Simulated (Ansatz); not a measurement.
# AlH₇NPSi: small, medium and large basis sets

How large a basis does AlH₇NPSi need? Two functionals are run in growing sets.

Method: one geometry, several basis sets; program: Ansatz 0.2.0, Gaussian basis.

Levels to be run: PBE0-D4/def2-SVP; ωB97M-V/def2-SVP; PBE0-D4/def2-QZVPP; ωB97M-V/def2-QZVPP; the functionals' def2-TZVPP values are taken from earlier runs.

## Step 1: Structure used throughout

All runs share one geometry, relaxed beforehand with PBE0-D4 in a triple-zeta def2 set.

SMILES `[AlH2][NH]P[SiH3]`, 11 atoms, charge 0, spin multiplicity 1.

Atoms are counted from 1 here; the program's logs count them from 0.

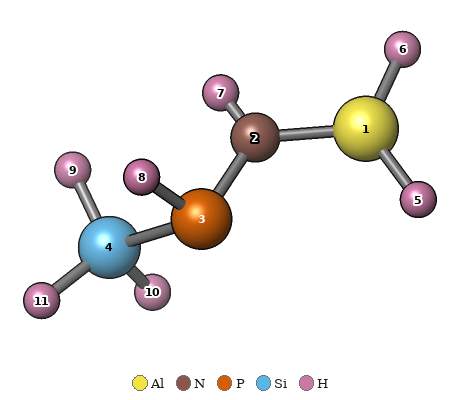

The geometry (aluminium yellow, nitrogen brown, phosphorus orange, silicon blue, hydrogen pink); atoms are numbered from 1 in the order of the file.

## Step 2: PBE0-D4 in def2-SVP

Contents of in.yaml:

```yaml
crystal:
  periodic: [false, false, false]
  atoms:
    - {symbol: Al, position_ang: [1.052829, 2.340627, 0.175188]}
    - {symbol: N, position_ang: [0.480331, 0.692193, 0.556473]}
    - {symbol: P, position_ang: [0.864539, -0.709215, -0.357068]}
    - {symbol: Si, position_ang: [-1.163752, -1.676514, -0.564175]}
    - {symbol: H, position_ang: [2.006957, 2.529630, -1.066884]}
    - {symbol: H, position_ang: [0.542764, 3.494717, 1.130390]}
    - {symbol: H, position_ang: [-0.136660, 0.553333, 1.346591]}
    - {symbol: H, position_ang: [1.289711, -1.614912, 0.661129]}
    - {symbol: H, position_ang: [-1.920062, -1.640465, 0.721208]}
    - {symbol: H, position_ang: [-1.951171, -0.935771, -1.585175]}
    - {symbol: H, position_ang: [-0.999887, -3.090723, -0.997075]}
basis:
  gaussian: {orbitals: def2-SVP}
hamiltonian: {xc: pbe0, dispersion: d4}
output: {orbitals: {seedname: orbitals}}
```

Run with:

```sh
$ ansatz run in.yaml --threads 4 --pin off --events-out ev --progress --plain --max-ram 10444MiB
```

Further steps of the session: ωB97M-V in def2-SVP; PBE0-D4 in def2-QZVPP; ωB97M-V in def2-QZVPP.

Q: Predict the results of all the runs planned. Wanted: PBE0-D4: double and triple zeta above quadruple; ωB97M-V: double and triple zeta above quadruple.

As calculated:

| quantity | value |
| --- | --- |
| PBE0-D4: double and triple zeta above quadruple | 11.11, 0.87 eV |
| ωB97M-V: double and triple zeta above quadruple | 11.17, 0.83 eV |

**Reading.** PBE0-D4 gains 10.24 eV from double to triple zeta, then 0.87 eV more. Total energies overstate the basis error of differences, where much of it tends to cancel. The LUMO of ωB97M-V is positive and keeps falling with the basis (0.82 to 0.29 eV): an unbound level that the basis holds in place.
